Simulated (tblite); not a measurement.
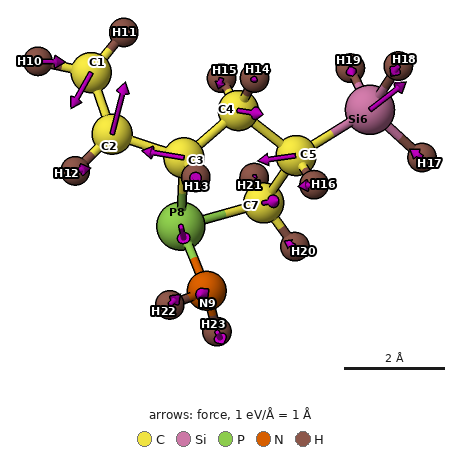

Starting geometry of C₆H₁₄NPSi with the computed forces as purple arrows. A ball-and-stick model, seen at a tilt.

Method: GFN2-xTB geometry optimisation, gas phase in tblite. 

What follows when this structure is relaxed?

Answer. It isn't relaxed: the largest force vector, on C2, is 1.19 eV/Å. The final displacements have little in common with the starting forces (cosine between the two patterns 0.18). H23 moves most after the best rigid fit: 0.37 Å. By element the largest moves are H 0.37 Å, N 0.21 Å, C 0.17 Å, P 0.15 Å, Si 0.06 Å. Near-neighbour distances that change, for instance: C2–C3 1.520 → 1.491 Å, C5–Si6 1.872 → 1.901 Å, C3–P8 1.873 → 1.898 Å, C4–C5 1.547 → 1.524 Å. Among the angles between lasting bonds that change: C2–C3–P8 101.0° → 111.2°, P8–C3–H13 111.3° → 103.9°, Si6–C5–H16 106.5° → 109.7°. After 90 geometry steps the energy has fallen by 4.90 kcal/mol. The run took 0.76 s on 1 thread of Intel(R) Xeon(R) 6975P-C (shared host).
